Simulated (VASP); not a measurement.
Band structure of InAs (zinc blende). These are PBE GGA, VASP's PBE PAW potentials (set 64) (plane waves; VASP) values and carry that method's errors.

Unless said otherwise, spin-orbit coupling is left out, though it shifts the bands of the heavy elements here.

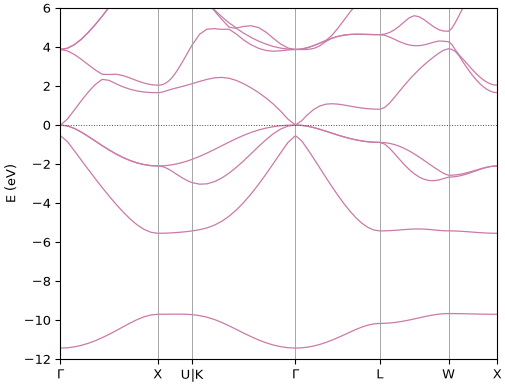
*Bands along high-symmetry lines, zero at the valence-band maximum or, without a gap, the Fermi level*

Problem. Read the plot: is there a gap, and where are the band edges?

Solution. It has no gap at this level: it comes out as a metal or semimetal. (Edges off the drawn lines would not show.)

The compound is InAs in the zinc blende structure. It was relaxed first, which changed the volume by +7 %.
